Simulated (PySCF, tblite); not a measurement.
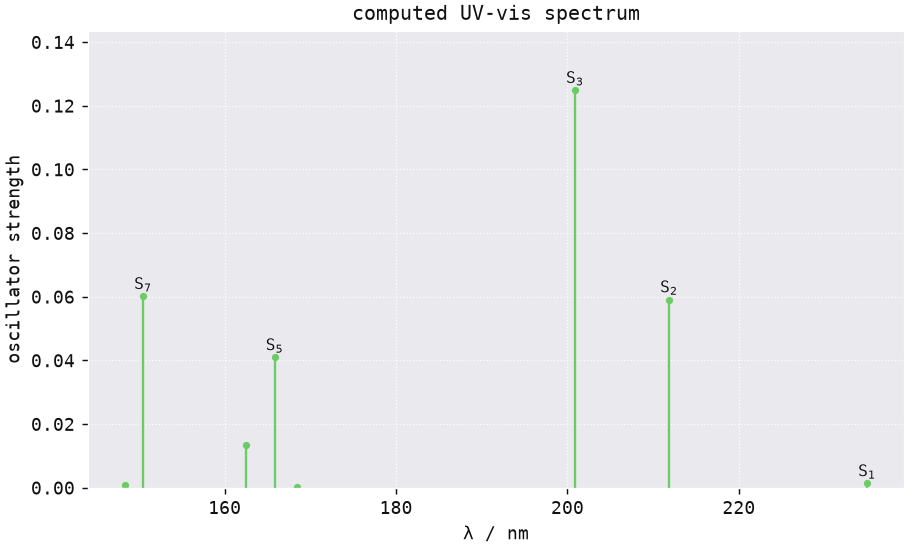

Vertical TDDFT excitations, CAM-B3LYP/def2-SVPD in PySCF, at a GFN2-xTB geometry (a minimum by its frequencies), gas phase. The lowest 8 singlet states are shown.

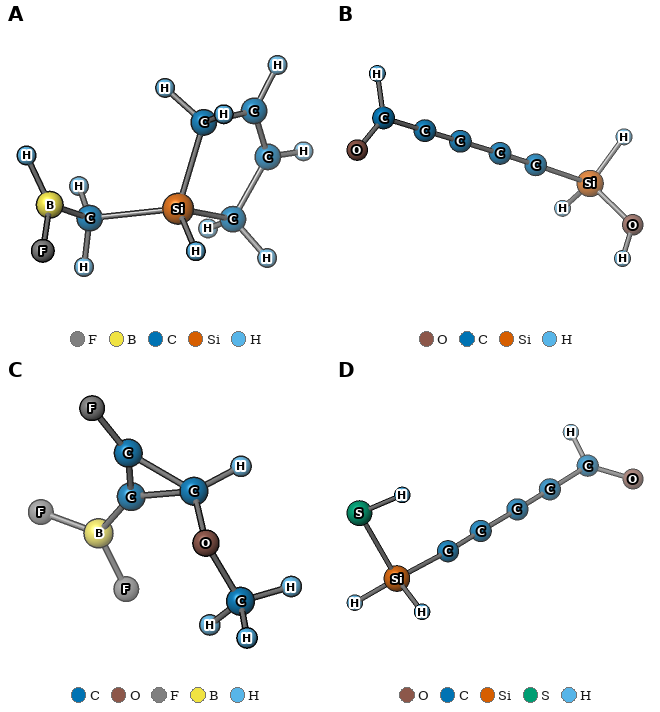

### Whose absorption spectrum is this? The candidates are drawn in the second picture.

Structure C, C₄H₄BF₃O, SMILES CO[C@@H]1C(F)=C1B(F)F. Its lowest singlet lies at 5.28 eV (f = 0.001) and the brightest of those computed is S3 at 6.17 eV (201 nm), f = 0.125, mainly HOMO−2 → LUMO (55 %).

Note: the tight-binding geometry is rougher than a DFT one and adds to the error; one conformer of a flexible molecule; core orbitals are frozen in the response.
